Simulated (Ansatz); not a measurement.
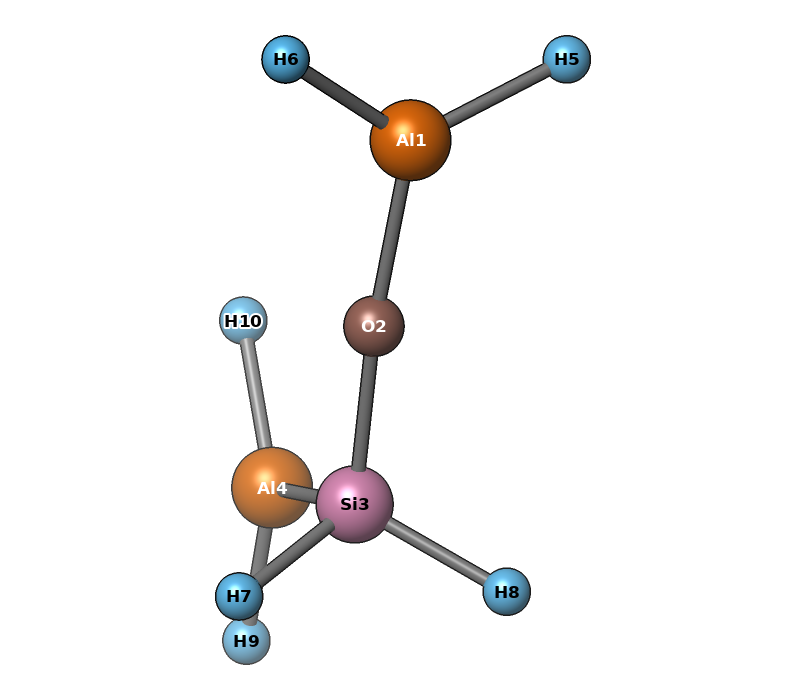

Al4 lies behind Si3. The molecule seen a little off the Si3–Al4 bond, Si3 in front. Atoms fade into the background with distance from the viewer. The geometry was computed by an optimisation with PBE-D4/def2-SVP. No frequency run is at hand to confirm it as a minimum.

Q: What is the torsion angle O2–Si3–Al4–H9? The sign is positive where the front bond must turn clockwise to cover the back bond.

A: 179°, antiperiplanar (anti).
